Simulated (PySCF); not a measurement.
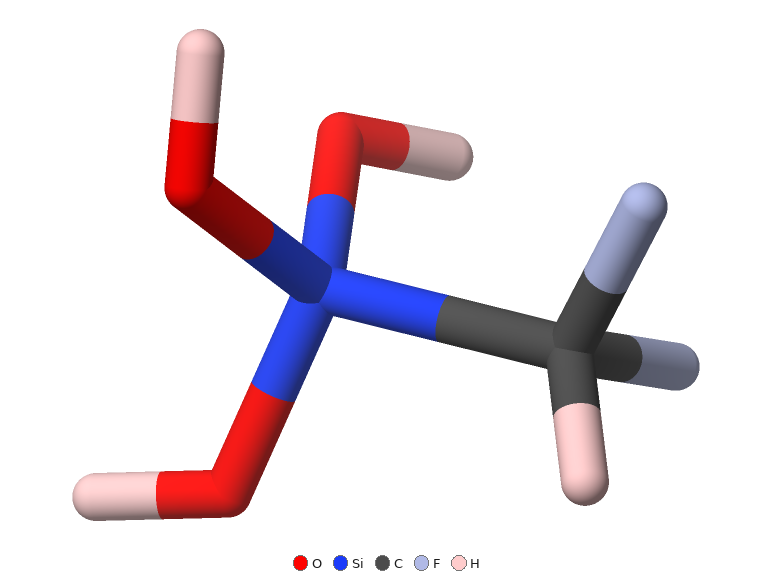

The picture shows a molecular structure as a stick model.

Describe the molecule.

It has 11 atoms: 1 carbon, 4 hydrogen, 2 fluorine, 3 oxygen and 1 silicon (CH4F2O3Si). As SMILES it reads `O[Si](O)(O)C(F)F`. It has no ring. Among its groups: C–F bond, Si–O bond. This geometry has C1 symmetry. Coordination: 3 O bent; 1 Si tetrahedral; 1 C tetrahedral.

The parts below concern this one geometry. Atoms keep their numbers from picture to picture. The computed structure is the end point of a PBE0-D3(BJ)/def2-SVP optimisation. No frequency run is at hand to confirm it as a minimum.

## Geometry

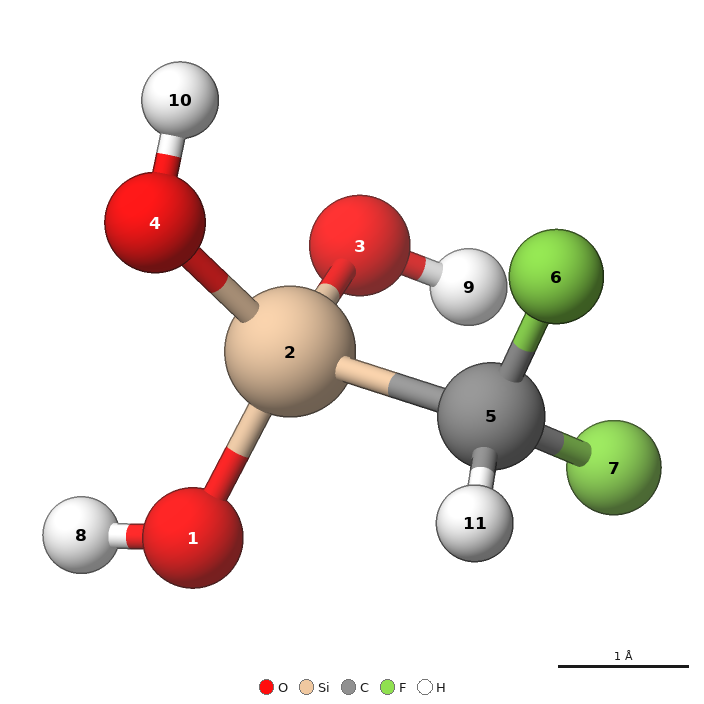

No frequency run is at hand to confirm it as a minimum.

Give these bond angles: O1–Si2–O3, O1–Si2–O4, O1–Si2–C5, Si2–O3–H9, Si2–C5–F6, Si2–C5–F7, Si2–C5–H11, O3–Si2–O4, O3–Si2–C5, F6–C5–F7, F6–C5–H11, F7–C5–H11.

```
     angle  degrees
 O1–Si2–O3    115.9
 O1–Si2–O4    108.9
 O1–Si2–C5    103.5
 Si2–O3–H9    114.5
 Si2–C5–F6    110.3
 Si2–C5–F7    106.8
Si2–C5–H11    116.3
 O3–Si2–O4    107.4
 O3–Si2–C5    106.6
  F6–C5–F7    107.4
 F6–C5–H11    108.1
 F7–C5–H11    107.5
```

## Levels of theory compared

No frequency run is at hand to confirm it as a minimum. Program: PySCF 2.14.0.

Tabulate HOMO–LUMO gap (eV), dipole (D) at these levels: B3LYP/pcSseg-1; CAM-B3LYP/pcSseg-1; PBE0/6-31G; PBE0/6-31G*; PBE0/STO-3G; PBE0/aug-cc-pVDZ; PBE0/cc-pVDZ; PBE0/cc-pVTZ; PBE0/def2-SVP; PBE0/def2-TZVP; mPW1PW91/pcSseg-1.

```
             level  HOMO–LUMO gap (eV)  dipole (D)
    B3LYP/pcSseg-1                8.62        1.33
CAM-B3LYP/pcSseg-1               11.57        1.35
        PBE0/6-31G                9.39        0.96
       PBE0/6-31G*                9.50        1.19
       PBE0/STO-3G               10.43        1.04
  PBE0/aug-cc-pVDZ                8.20        1.24
      PBE0/cc-pVDZ                9.34        1.28
      PBE0/cc-pVTZ                9.11        1.29
     PBE0/def2-SVP                9.45        1.37
    PBE0/def2-TZVP                9.07        1.31
 mPW1PW91/pcSseg-1                9.28        1.32
```

## NMR shielding

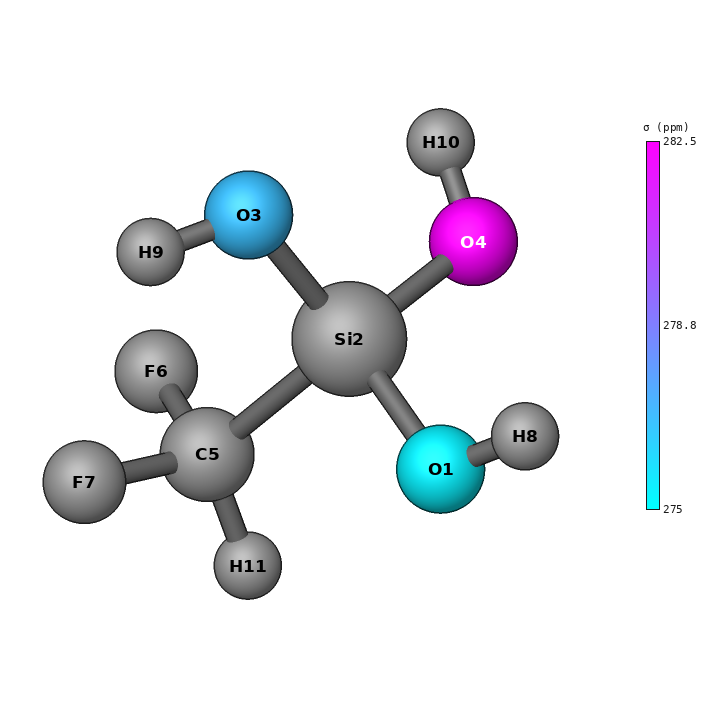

Atoms are coloured by their isotropic NMR shieldings (O only, the others grey). No frequency run is at hand to confirm it as a minimum. Level of theory: GIAO PBE0/pcSseg-2 NMR shielding, non-relativistic, gas phase (PySCF 2.14.0).

Give the isotropic NMR shieldings of the O atoms atom by atom.

```csv
atom,σ (ppm)
O1,275.4
O3,276.8
O4,282.4
```

## Bond orders

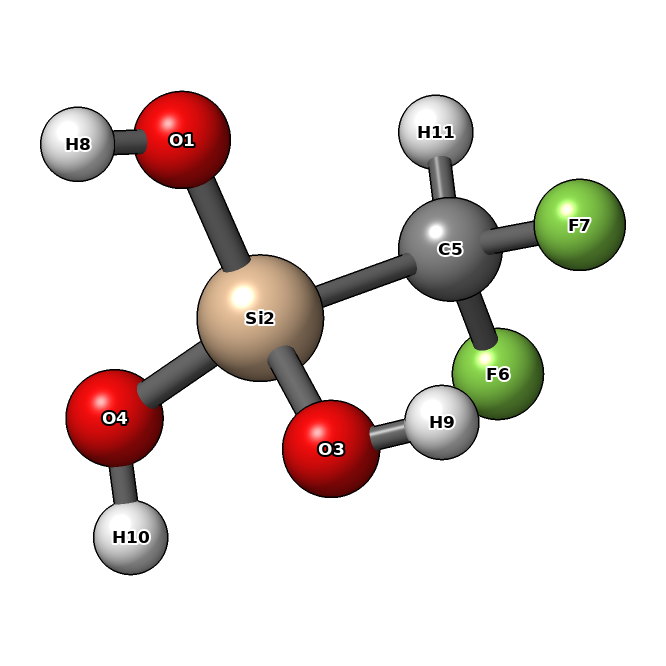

The thickness of each stick grows with its Mayer bond order. No frequency run is at hand to confirm it as a minimum. Computed with PBE0/cc-pVTZ (PySCF 2.14.0).

List the Mayer bond orders of O1–Si2, O1–H8, Si2–O3, Si2–O4, Si2–C5, O3–H9, O4–H10, C5–F6, C5–F7, C5–H11.

```tsv
bond	Mayer order	length (Å)
O1–Si2	1.28	1.644
O1–H8	1.00	0.962
Si2–O3	1.27	1.652
Si2–O4	1.28	1.645
Si2–C5	0.91	1.904
O3–H9	0.99	0.964
O4–H10	0.99	0.962
C5–F6	1.06	1.360
C5–F7	1.04	1.371
C5–H11	0.95	1.104
```
